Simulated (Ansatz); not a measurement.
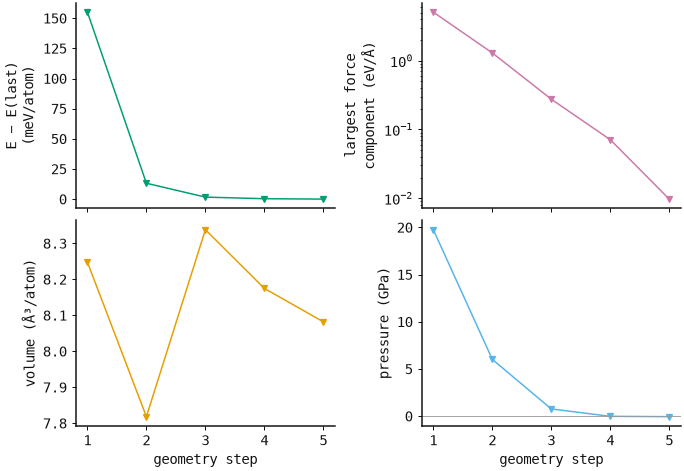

History of a geometry optimisation. Atoms and cell relax. A closing SCF on a freshly chosen basis isn't drawn.

System: BH12C3N (R3m, 17 atoms in the cell).
Method: Ansatz, DFT PBE+D3(BJ), scalar-relativistic, plane waves, PAW; cutoff 420 eV, 6×6×6 k-mesh, Gaussian smearing of 0.1 eV.

Question: How did it end, and what did it gain?

Answer: The optimisation met its thresholds at geometry 5, counting the start as the first. The energy fell by about 160 meV/atom from the first step to the last. The largest force component goes from about 5.1 eV/Å at the start to 0.01 eV/Å at the end.

Question: What happens to the cell?

Answer: The volume shrinks from 8.25 to 8.08 Å³ per atom (−2.0 %), overshooting to 7.82 at step 2, as the pressure goes from 20 GPa to about 0 GPa. The start was expanded.
